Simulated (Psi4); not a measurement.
**GeH3Cl (chlorogermane) at PBE0/def2-TZVP**

Aim: the energy change on altering one bond length of GeH3Cl (chlorogermane) at PBE0/def2-TZVP, from 2 runs. 

The results are computed with Psi4 1.11.

## (1) The structure to begin with

GeH3Cl has 5 atoms, charge 0, and is taken as a singlet. SMILES: `[Cl][GeH3]`. The coordinates come from a PBE0-D4/def2-TZVP relaxation.

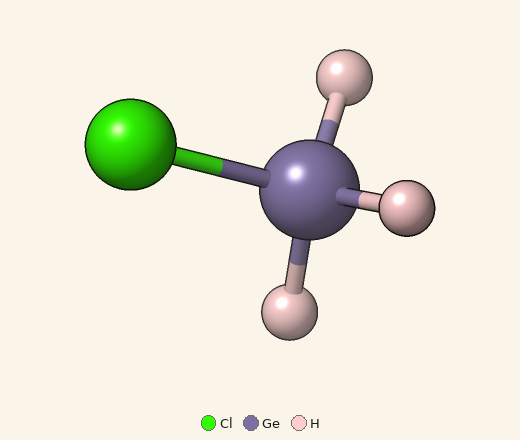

The structure, seen from a chosen angle (chlorine green, germanium purple, hydrogen pink).

## (2) Energy and forces at PBE0/def2-TZVP

Contents of job.in:

```
memory 1600 MB

molecule {
  0 1
  Cl    -1.875800    -0.025100     0.641300
  Ge     0.161800    -0.013900    -0.060600
  H      0.160400     0.656200    -1.438100
  H      0.619000    -1.473700    -0.140600
  H      0.984500     0.782900     0.956700
  symmetry c1
}

set puream true
set e_convergence 1e-09
set d_convergence 1e-08
set scf_type pk
set dft_radial_points 99
set dft_spherical_points 590

e_tot, wfn = gradient("pbe0/def2-TZVP", return_wfn=True)
oeprop(wfn, "MAYER_INDICES", "DIPOLE", "LOWDIN_CHARGES", title="PBE0")
```

Command:

```
psi4 job.in job.out -n 1
```

job.out:

```text
[...]
  Running in c1 symmetry.
[...]
  Nuclear repulsion =  176.393821920947829
[...]
  Multiplicity = 1
[...]
  Nalpha       = 26
  Nbeta        = 26
[...]
    Number of basis functions: 103
[...]
   @RKS iter   1: -2536.98377106040107   -1.60943e+00   3.02717e-02 DIIS/ADIIS
[...]
   @RKS iter  11: -2538.63318631718812   -9.09495e-13   3.48207e-09 DIIS
[...]
    Orbital Energies [Eh]
    ---------------------
    Doubly Occupied:
       1A   -399.129106     2A   -101.690555     3A    -49.946428
       4A    -44.427944     5A    -44.426495     6A    -44.426495
       7A     -9.517239     8A     -7.249593     9A     -7.243776
      10A     -7.243776    11A     -6.315376    12A     -4.472906
      13A     -4.468436    14A     -4.468436    15A     -1.269750
      16A     -1.266780    17A     -1.266780    18A     -1.263030
      19A     -1.263030    20A     -0.834346    21A     -0.583420
      22A     -0.391865    23A     -0.391856    24A     -0.391017
      25A     -0.322660    26A     -0.322656
[...]
  @RKS Final Energy: -2538.63318631718812
   => Energetics <=
    Nuclear Repulsion Energy =            176.3938219209478291
    One-Electron Energy =               -3883.7117096603046775
    Two-Electron Energy =                1250.2030031326464723
    DFT Exchange-Correlation Energy =     -81.5183017104773171
    Empirical Dispersion Energy =           0.0000000000000000
    VV10 Nonlocal Energy =                  0.0000000000000000
    Total Energy =                      -2538.6331863171881196
[...]
  -Total Gradient:
     Atom            X                  Y                   Z
    ------   -----------------  -----------------  -----------------
       1        0.000081567347     0.000001058611    -0.000025119149
       2        0.000006730913    -0.000015445630    -0.000017796739
       3       -0.000019404200    -0.000012412612     0.000036120317
       4       -0.000031961344     0.000040686459     0.000012790240
       5       -0.000034573717    -0.000013821247    -0.000006958589
[...]
 Multipole Moments:
 ------------------------------------------------------------------------------------
     Multipole            Electronic (a.u.)      Nuclear  (a.u.)        Total (a.u.)
 ------------------------------------------------------------------------------------
 L = 1.  Multiply by 2.5417464519 to convert [e a0] to [Debye]
 Dipole X            :          2.3419771           -1.6106042            0.7313729
 Dipole Y            :          0.0127686           -0.0087801            0.0039885
 Dipole Z            :         -0.8070350            0.5550220           -0.2520130
 Magnitude           :                                                    0.7735843
[...]
```

It took 17 s on 1 thread of Intel Xeon Gold 6455B (Sapphire Rapids), shared host; peak memory 0.69 GiB.

## (3) The distorted shape at the same level

Contents of run.py:

```python
import numpy as np
from ase.calculators.psi4 import Psi4
from ase import Atoms

mol = Atoms(['Cl', 'Ge', 'H', 'H', 'H'], positions=[
    [-2.863033, -0.981253, -0.579451],
    [-0.825433, -0.970053, -1.281351],
    [-0.826833, -0.299953, -2.658851],
    [-0.368233, -2.429853, -1.361351],
    [0.984500, 0.782900, 0.956700],
])
calc = Psi4(atoms=mol, method='pbe0', basis='def2-TZVP', memory='1600MB', num_threads=1, charge=0, multiplicity=1, label='clgeh3')
calc.psi4.set_options({'puream': True, 'e_convergence': 1e-09, 'd_convergence': 1e-08, 'scf_type': 'pk', 'dft_radial_points': 99, 'dft_spherical_points': 590})
mol.calc = calc

forces = mol.get_forces()
print(f'energy: {mol.get_potential_energy():.6f} eV')
print('forces / eV A^-1')
print(np.round(forces, 5))
```

Command:

```
python run.py
```

clgeh3.dat:

```text
[...]
  Running in c1 symmetry.
[...]
  Nuclear repulsion =  169.187762818737468
[...]
  Multiplicity = 1
[...]
  Nalpha       = 26
  Nbeta        = 26
[...]
    Number of basis functions: 103
[...]
   @RKS iter   1: -2536.34991090655012   -1.26032e+00   3.11589e-02 DIIS/ADIIS
[...]
   @RKS iter  13: -2538.47060077471860   -2.59206e-11   7.41553e-09 DIIS
[...]
    Orbital Energies [Eh]
    ---------------------
    Doubly Occupied:
       1A   -399.167554     2A   -101.718177     3A    -49.982963
       4A    -44.464899     5A    -44.463676     6A    -44.462474
       7A     -9.544179     8A     -7.276481     9A     -7.271203
      10A     -7.270353    11A     -6.350735    12A     -4.508024
      13A     -4.505283    14A     -4.501781    15A     -1.303854
      16A     -1.302354    17A     -1.299515    18A     -1.298560
      19A     -1.296993    20A     -0.857409    21A     -0.587004
      22A     -0.414305    23A     -0.413476    24A     -0.366769
      25A     -0.344673    26A     -0.246997
[...]
  @RKS Final Energy: -2538.47060077471860
   => Energetics <=
    Nuclear Repulsion Energy =            169.1877628187374683
    One-Electron Energy =               -3867.8121265257354935
    Two-Electron Energy =                1241.5415093948001868
    DFT Exchange-Correlation Energy =     -81.3877464625210081
    Empirical Dispersion Energy =           0.0000000000000000
    VV10 Nonlocal Energy =                  0.0000000000000000
    Total Energy =                      -2538.4706007747190597
[...]
 Multipole Moments:
 ------------------------------------------------------------------------------------
     Multipole            Electronic (a.u.)      Nuclear  (a.u.)        Total (a.u.)
 ------------------------------------------------------------------------------------
 L = 1.  Multiply by 2.5417464519 to convert [e a0] to [Debye]
 Dipole X            :          0.6680159           -0.6186282            0.0493877
 Dipole Y            :         -1.4530103            0.9519667           -0.5010436
 Dipole Z            :         -2.6216611            1.7816380           -0.8400232
 Magnitude           :                                                    0.9793481
[...]
  -Total Gradient:
     Atom            X                  Y                   Z
    ------   -----------------  -----------------  -----------------
       1       -0.006869699060    -0.000923768808     0.000913744849
       2       -0.002433918417    -0.010457425700    -0.016294553279
       3       -0.001941143243    -0.005152113845     0.000212789282
       4       -0.003422826301     0.001720192060    -0.003966431804
       5        0.014668525980     0.014812752317     0.019133521550
[...]
```

On the terminal:

```text
energy: -69075.303429 eV
forces / eV A^-1
[[ 0.35325  0.0475  -0.04699]
 [ 0.12516  0.53774  0.8379 ]
 [ 0.09982  0.26493 -0.01094]
 [ 0.17601 -0.08846  0.20396]
 [-0.75429 -0.7617  -0.98389]]
```

It took 17 s on 1 thread of Intel Xeon Gold 6455B (Sapphire Rapids), shared host; peak memory 0.71 GiB.

## (4) Outcome

At PBE0/def2-TZVP:

| quantity | value |
| --- | --- |
| first shape: total energy | -2538.63319 Eh |
| first shape: dipole moment | 1.97 D |
| first shape: HOMO energy | -8.78 eV |
| first shape: LUMO energy | -0.28 eV |
| first shape: HOMO–LUMO gap | 8.50 eV |
| first shape: largest force on an atom | 0.004 eV/Å |
| distorted shape: total energy | -2538.47060 Eh |
| distorted shape: dipole moment | 2.49 D |
| distorted shape: HOMO energy | -6.72 eV |
| distorted shape: LUMO energy | -4.30 eV |
| distorted shape: HOMO–LUMO gap | 2.42 eV |
| distorted shape: largest force on an atom | 1.455 eV/Å |
| energy change with the Ge2–H5 bond stretched from 1.532 to 3.370 Å | 4.424 eV |

In words: One bond (distorted shape) is far stretched, which a spin-restricted single reference describes badly; a broken-symmetry solution may lie lower. With the Ge2–H5 bond stretched from 1.532 to 3.370 Å the energy rises by 4.42 eV (427 kJ/mol). A restricted reference can't describe the breaking bond well at this length.
